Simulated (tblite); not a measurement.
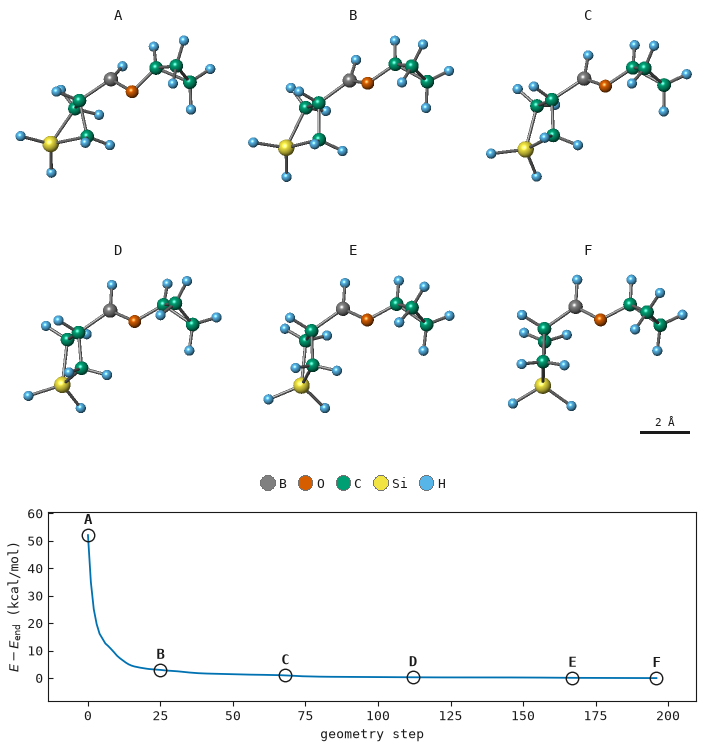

Frames of a relaxation of C₆H₁₃BOSi, marked on the history of the run. The picture is a ball-and-stick view, seen from a free direction.

These are results of GFN2-xTB geometry optimisation, gas phase (tblite), not measurements. 

What happens along the run?

After 196 geometry steps the energy has fallen by 52.1 kcal/mol. An H atom moves most after the best rigid fit: 2.14 Å. By element the largest moves are H 2.14 Å, Si 0.95 Å, C 0.95 Å, O 0.50 Å, B 0.37 Å. Among the contacts that change: C–C 2.079 → 2.381 Å, B–O 1.472 → 1.330 Å, C–Si 1.849 → 1.903 Å, C–H 1.130 → 1.079 Å. Among the angles between lasting bonds that change: B–O–C 105.7° → 125.2°, C–C–C 86.2° → 99.8°, C–Si–C 68.0° → 77.4°. Groups turn about C–C by about 45°, C–Si by about 40°, C–C by about 40°. From step 0 to 25: H atoms move most (0.46 Å), energy −49.1 kcal/mol. From step 25 to 68: an H atom moves most (0.62 Å), energy −2.00 kcal/mol. From step 68 to 112: an H atom moves most (0.59 Å), energy −0.69 kcal/mol. From step 112 to 167: H atoms move most (0.45 Å), energy −0.20 kcal/mol. From step 167 to 196: an H atom moves most (0.63 Å), energy −0.09 kcal/mol.
